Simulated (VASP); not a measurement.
Here is the system:

```
CELL_PARAMETERS angstrom
     -2.07138     2.07138     5.38168
      2.07138    -2.07138     5.38168
      2.07138     2.07138    -5.38168
ATOMIC_POSITIONS crystal
  Sr 0.00000 0.00000 0.00000
  Cu 0.25000 0.75000 0.50000
  Cu 0.75000 0.25000 0.50000
  As 0.62854 0.62854 0.00000
  As 0.37146 0.37146 0.00000
```

All values below come from PBEsol GGA, VASP's PBE PAW potentials (set 64) (plane waves; VASP). Run with 400 eV cut-off, 12×12×12 Γ-centred mesh, tetrahedra with Blöchl corrections, potentials Sr_sv Cu As.

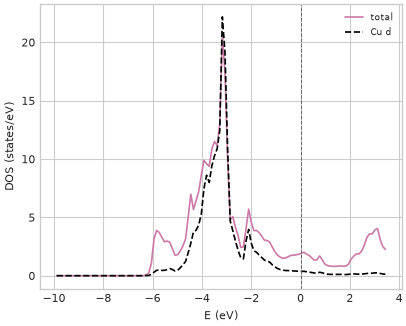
Total and projected density of states, zero at the Fermi level

Within 2 eV below the Fermi level the largest weight inside VASP's projection spheres is Cu d, then As p.

It has no gap at this level: it comes out as a metal or semimetal.

The structure comes from a computed database's Cu2SrAs2 entry (I4/mmm); how it stands against other phases isn't given here. It was relaxed first.
